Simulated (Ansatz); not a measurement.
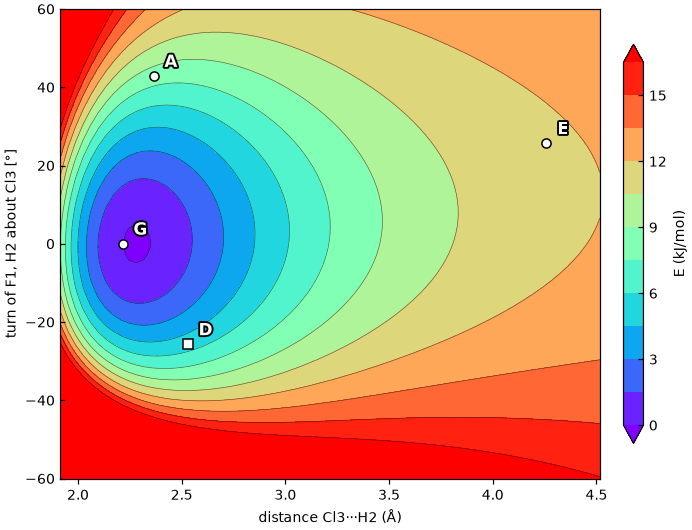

The pair FH···ClH. The turn is about an axis along (−0.01, 1.00, 0.08) in the frame of the relaxed pair, normal to the line between the partners. The first coordinate is: distance Cl3···H2; the second: turn of F1, H2 about Cl3. Grid: 15 × 15 points. All energies are given in kJ/mol relative to the lowest grid point. The calculation used RKS r2SCAN0-D4/def2-TZVPD (Ansatz).

The picture shows filled contours, one colour for all values above the top of the scale, lettered points. Between grid points the surface is interpolated.

**What kind of point is each of A, D, E, G: minimum, saddle, maximum or slope?**

A: on a slope; D: on a slope; E: on a slope; G: minimum. (In these two coordinates alone; a stationary point may lie a little off the grid point.)

**Rank the lettered points by energy, lowest first.**

G (0.0 kJ/mol), D (5.4 kJ/mol), A (8.3 kJ/mol), E (11.7 kJ/mol).
